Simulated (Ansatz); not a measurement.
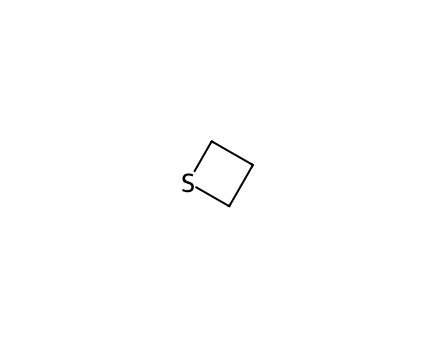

Computed geometry: PBE0-D4/def2-TZVP optimisation. Program: Ansatz 0.2.0.

Tabulate dipole (D), HOMO energy (eV), HOMO–LUMO gap (eV) at these levels: B3LYP-D4/def2-TZVPP; PBE-D4/def2-TZVPP; r2SCAN-D4/def2-TZVPP; ωB97M-V/def2-TZVPP.

| level | dipole (D) | HOMO energy (eV) | HOMO–LUMO gap (eV) |
| --- | --- | --- | --- |
| B3LYP-D4/def2-TZVPP | 1.88 | −6.04 | 5.96 |
| PBE-D4/def2-TZVPP | 1.84 | −5.04 | 4.20 |
| r2SCAN-D4/def2-TZVPP | 1.96 | −5.26 | 4.69 |
| ωB97M-V/def2-TZVPP | 1.87 | −8.49 | 10.63 |
